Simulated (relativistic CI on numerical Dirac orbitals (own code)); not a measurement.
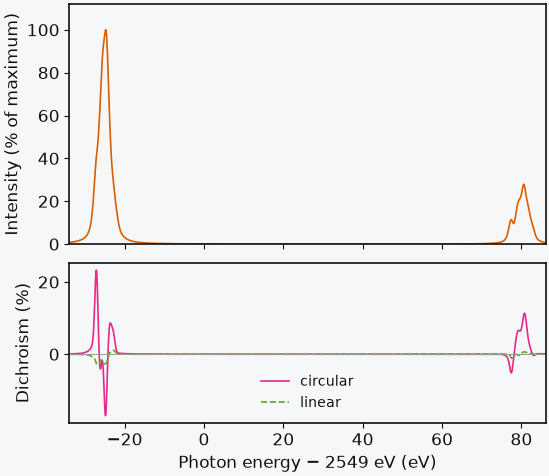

L₂,₃ X-ray absorption of Mo III (Mo²⁺), [Kr] 4d⁴, in a field of Td symmetry with 10Dq = −12,600 cm⁻¹. Multiplet model: relativistic Dirac–Coulomb–Breit theory, one configuration a step, Slater integrals scaled by 1, 300 K, Voigt broadening (Lorentzian 0.96 eV, Gaussian 0.5 eV full widths), computed with a radial Dirac CI code. Dichroism is for the ground state at zero temperature, magnetised by an exchange field of 10 meV on Sz (linear: z less the mean of x and y).

**Give the peaks, the centroid and the ground-state spin.**

The main maxima lie at 2524.2 eV (100), 2626.4 eV (11) and 2629.6 eV (28), heights in % of the largest; the centroid is at 2549.2 eV. The lower edge holds 0.76 of the intensity (branching ratio, edges parted at 2579 eV), and the core spin-orbit splitting of the orbitals is 109 eV. The ground state has S = 1.74. The circular dichroism (Δm = −1 less Δm = +1) is largest at 2521.9 eV, 23 % of the isotropic maximum; its integrals over the lower and upper edge are 0.015 and 0.014 of the sum over the three polarisations. The magnetised ground state has ⟨Lz⟩ = 0.36 and ⟨Sz⟩ = −0.77.

Known limits: free-ion energies, so absolute edge positions are off by a few eV from solids.
